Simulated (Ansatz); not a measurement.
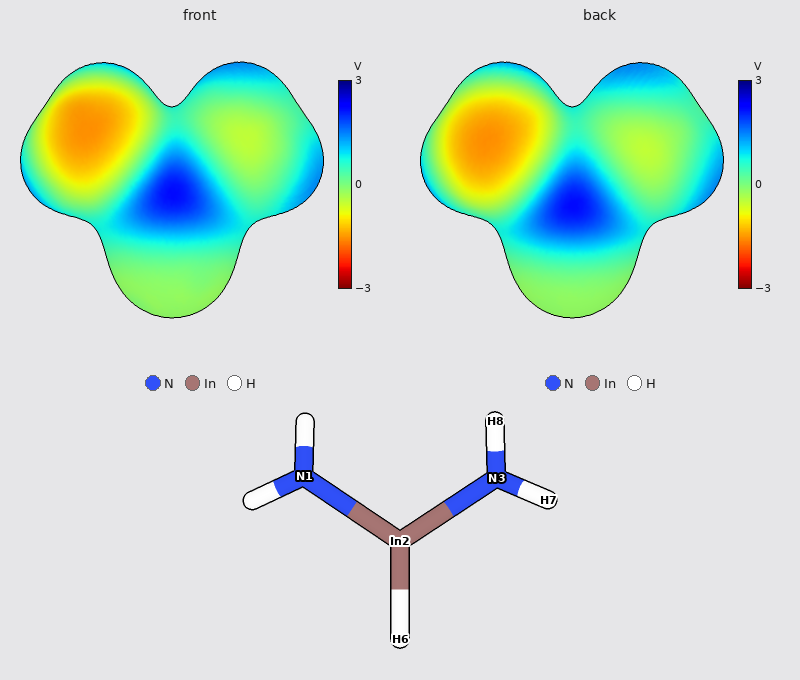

H5InN2 (SMILES [NH2][InH][NH2]). The electrostatic potential painted on the density surface at 0.002 e/bohr³, seen from the front and from behind; the colour scale runs from red (negative) to blue (positive). The bare structure is drawn below in the same view.

Geometry: PBE0-D4/def2-TZVP; core potentials replace the inner electrons of In.

These are results of Ansatz 0.2.0, RKS PBE0-D4/def2-TZVPP, not measurements.

The calculation's input:

```
crystal:
  periodic: [false, false, false]
  atoms:
    - {symbol: N, position_ang: [-0.969680, 0.858040, -1.126996]}
    - {symbol: In, position_ang: [0.247987, 0.564810, 0.455498]}
    - {symbol: N, position_ang: [0.742654, -1.375187, 0.709639]}
    - {symbol: H, position_ang: [-1.482062, 0.076761, -1.506612]}
    - {symbol: H, position_ang: [-1.538242, 1.689191, -1.171812]}
    - {symbol: H, position_ang: [0.798963, 1.819228, 1.467525]}
    - {symbol: H, position_ang: [1.570927, -1.614728, 1.231792]}
    - {symbol: H, position_ang: [0.629463, -2.018116, -0.059034]}
basis:
  gaussian: {orbitals: def2-TZVPP}
hamiltonian: {xc: pbe0, dispersion: d4}
output: {orbitals: {seedname: orbitals}}
```

Launched as:

```sh
ansatz run in.yaml --threads 2 --pin off --events-out ev --progress --plain --max-ram 32768MiB --backend cpu
```

Q: Which sites attract a positive test charge, and which a negative one?

A: A positive charge is drawn to the negative regions and a negative charge to the positive ones. The most negative region (about −1.5 V) lies over N1 and N3, the most positive (about +2.1 V) over In2.
